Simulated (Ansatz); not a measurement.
The reference is Os in the hcp (Mg type) structure (space group P6_3/mmc, No. 194; a = 2.755 Å, c = 4.344 Å).

Structures relaxed with PBE/PAW in Ansatz (a first-principles code), no spin-orbit coupling.

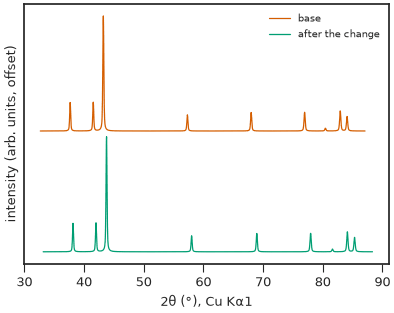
Figure: Simulated powder patterns before (top) and after one change

Q: Which change produced these results?
(A) pressure 15 GPa
(B) pressure 75 GPa
(C) pressure 7 GPa
(D) pressure 30 GPa

A: A, pressure 15 GPa. Its volume per atom is 13.79 Å³ against 14.28 Å³, and its space group is P6_3/mmc (No. 194).

Load acts through the strain it causes; cell and atoms are relaxed under it. Stability against distortions was not tested. No other phases were tried under pressure. The final runs are not spin-polarised.
